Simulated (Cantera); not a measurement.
Charge: 1 mol Cu₂O, 4.4 mol C, 1.7 mol N₂, at 7.50 Torr.

Equilibrium computed with Cantera from the NASA thermochemical tables; the gas is ideal and each condensed phase is pure. Candidate condensed phases: C, Cu, CuO, Cu₂O; 27 gas species. Equilibrium is a limit: real reactors are often held back by kinetics, nucleation or transport.

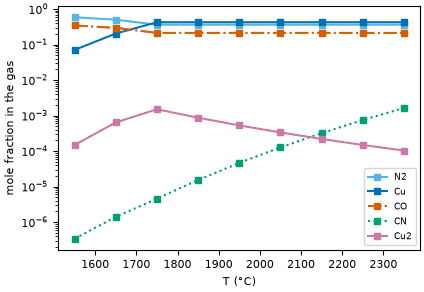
Fig. 1. Equilibrium gas composition (values under 1e-9 drawn at 1e-9)

From 1550 °C to 1650 °C the condensed part is C(graphite) + Cu(l). From 1750 °C to 2350 °C the condensed part is C(graphite). The main Cu-bearing gas is Cu throughout.
